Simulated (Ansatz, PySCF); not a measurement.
Breaking a bond: SMILES [CH3][AlH][CH3]. The Al1–C7 bond (Al1 also carries C, H; C7 carries H, H, H) is varied alone, starting from the PBE0/def2-SVP optimised geometry.

```
10

Al     0.0000     0.0000     0.0000
C      0.0008    -1.6973    -0.9825
H     -0.0704    -1.5706    -2.0740
H     -0.8346    -2.3449    -0.6632
H      0.9225    -2.2697    -0.7747
H      0.0000     1.3847    -0.7984
C      0.0000     0.0000     1.9612
H      0.0659     1.0085     2.3983
H      0.8393    -0.5958     2.3609
H     -0.9186    -0.4721     2.3533
```

Computed with: RMP2/6-31G* = restricted MP2 (frozen core)/6-31G*, spherical d (PySCF 2.14.0); UKS-PBE0 = unrestricted PBE0/cc-pVDZ (Ansatz, a quantum-chemistry and plane-wave program); UMP2 = MP2 on UHF/cc-pVDZ, frozen core (Ansatz); RKS-PBE = restricted PBE/cc-pVDZ run with Ansatz; UKS-M06-2X/6-31G* = PySCF with unrestricted M06-2X/6-31G*, spherical d.

Energies are in kcal/mol, each relative to the lowest point of its own curve near equilibrium.

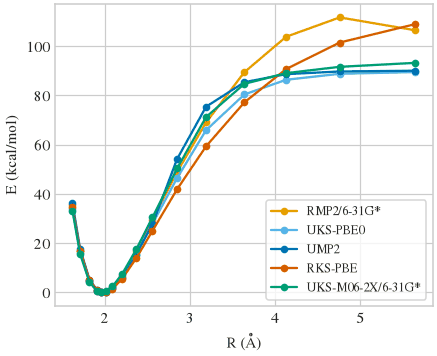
*Energy against bond length for each method.*

| R / Å | RMP2/6-31G* | UKS-PBE0 | UMP2 | RKS-PBE | UKS-M06-2X/6-31G* |
|---|---|---|---|---|---|
| 1.62 | 35.4 | 33.7 | 36.2 | 34.5 | 33.3 |
| 1.71 | 16.9 | 16.1 | 17.6 | 16.8 | 15.6 |
| 1.82 | 4.8 | 4.5 | 5.2 | 5.0 | 4.1 |
| 1.91 | 0.7 | 0.6 | 0.8 | 0.8 | 0.5 |
| 1.96 | 0.0 | 0.0 | 0.0 | 0.0 | 0.0 |
| 2.01 | 0.2 | 0.2 | 0.1 | 0.0 | 0.4 |
| 2.09 | 2.1 | 2.0 | 1.6 | 1.5 | 2.4 |
| 2.20 | 6.7 | 6.4 | 5.9 | 5.3 | 7.3 |
| 2.37 | 16.7 | 15.8 | 15.3 | 13.9 | 17.4 |
| 2.56 | 29.5 | 27.9 | 27.7 | 25.0 | 30.5 |
| 2.85 | 48.9 | 46.5 | 54.2 | 41.9 | 50.4 |
| 3.19 | 69.0 | 65.9 | 75.4 | 59.3 | 71.2 |
| 3.64 | 89.4 | 80.4 | 85.4 | 77.2 | 84.7 |
| 4.13 | 103.8 | 86.4 | 88.7 | 90.7 | 89.1 |
| 4.76 | 111.7 | 88.8 | 89.8 | 101.5 | 91.6 |
| 5.65 | 106.5 | 89.5 | 90.1 | 109.0 | 93.3 |

At the longest distance, 5.65 Å, RKS-PBE lies highest above its minimum (109.0 kcal/mol) and UKS-PBE0 lowest (89.5 kcal/mol).

The RMP2/6-31G* curve passes through a maximum at 4.76 Å and then falls by 5.2 kcal/mol up to the last usable point.

The restricted form behind RMP2/6-31G*, RKS-PBE keeps the bonding electrons paired and can't separate into open-shell fragments. The unrestricted determinant behind UKS-PBE0, UKS-M06-2X/6-31G* is spin-contaminated at 3.19 to 5.65 Å (<S²> up to 1.0, against 0.00 for a pure singlet). The unrestricted determinant behind UMP2 is spin-contaminated at 2.85 to 5.65 Å (<S²> up to 1.0, against 0.00 for a pure singlet).
